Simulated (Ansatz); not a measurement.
The figure comes from a scan of MgO (rock salt): a phonon pattern at X = (0.5, 0.5, 0.0) is frozen into a 4-atom cell, Q being the largest atomic displacement. Level of theory: PBE (plane waves to 420 eV, PAW, scalar-relativistic; Ansatz, an electronic-structure program). k mesh 13×13×13 (Γ-centred), Fermi-Dirac smearing 0.05 eV. MgO was relaxed with its symmetry unable to fall. 

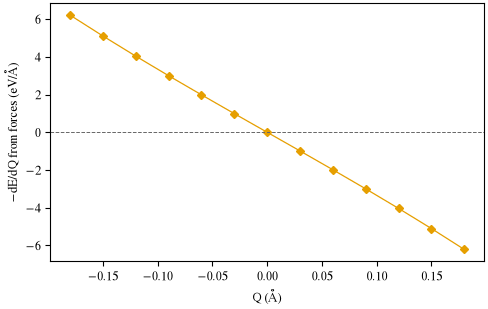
Fig. 1. −dE/dQ from forces (eV/Å) against Q (Å); markers are the computed points, lines only join them.

### Question
List the plotted points as numbers.

### Answer
To the nearest 0.2:

```
Q (Å)   −dE/dQ from forces (eV/Å)
------  -------------------------
-0.180                        6.2
-0.150                        5.2
-0.120                        4.0
-0.090                        3.0
-0.060                        2.0
-0.030                        1.0
0.000                         0.0
0.030                        -1.0
0.060                        -2.0
0.090                        -3.0
0.120                        -4.0
0.150                        -5.2
0.180                        -6.2
```

(A displaced cell: forces are minus the slopes of the energy, force constants its curvatures, and phonons follow from these.)
